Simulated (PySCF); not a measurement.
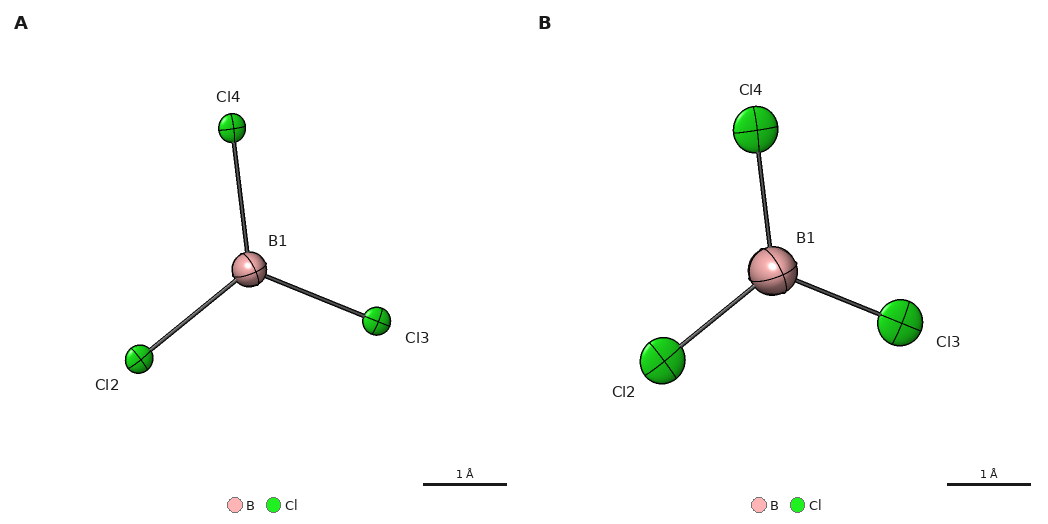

Displacement ellipsoids at the 50 % level, scaled by 3, from the internal vibrations of the free molecule (harmonic, no overall translation or rotation; no half-axis is drawn under 0.075 Å). Vibrations computed with RKS-based BP86, B def2-TZVP, Cl def2-TZVP; non-relativistic; density fitting (PySCF 2.14.0). One panel is for 298 K, the other for 900 K.

Which panel is for 900 K?

Answer. B.

How much does the mean-square displacement of Cl3 grow, and why?

Answer. U_eq goes from 0.00095 to 0.0025 Å², a factor of 2.6. Modes below kT (626 cm⁻¹ at 900 K) grow about in proportion to T, and the lowest lies at 246 cm⁻¹; the mean-square amplitude of a mode is its zero-point value times coth(ħω/2kT), which comes close to 1 only above about 3kT.
